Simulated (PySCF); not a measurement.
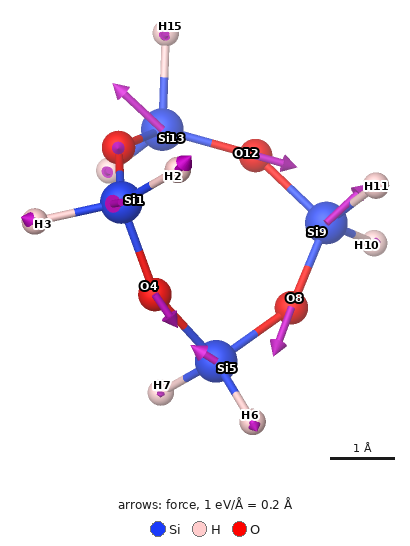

Starting geometry of Si4H8O4 with the computed forces as purple arrows. The picture is a ball-and-stick view, seen at a tilt.

The start comes from GFN2-xTB. Its atoms were then displaced at random by about 0.03 Å.

All numbers below come from PBE0-D3(BJ)/def2-SVP geometry optimisation, gas phase (PySCF). 

> What follows when this structure is relaxed?

It isn't relaxed: the largest force vector, on a Si atom, is 5.46 eV/Å. The final displacements have little in common with the starting forces (cosine between the two patterns 0.15). The energy falls by 122.5 kJ/mol in 12 geometry steps. The atom that moves furthest after the best rigid fit is an H atom (0.60 Å). Largest moves by element: H 0.60 Å, Si 0.30 Å, O 0.10 Å. Near-neighbour distances that change, for instance: O–Si 1.533 → 1.649 Å, H–Si 1.390 → 1.488 Å, H–Si 1.431 → 1.484 Å, H–Si 1.529 → 1.485 Å. Among the angles between lasting bonds that change: H–Si–H 124.0° → 111.7°, Si–O–Si 145.6° → 156.8°, H–Si–O 100.2° → 108.5°.
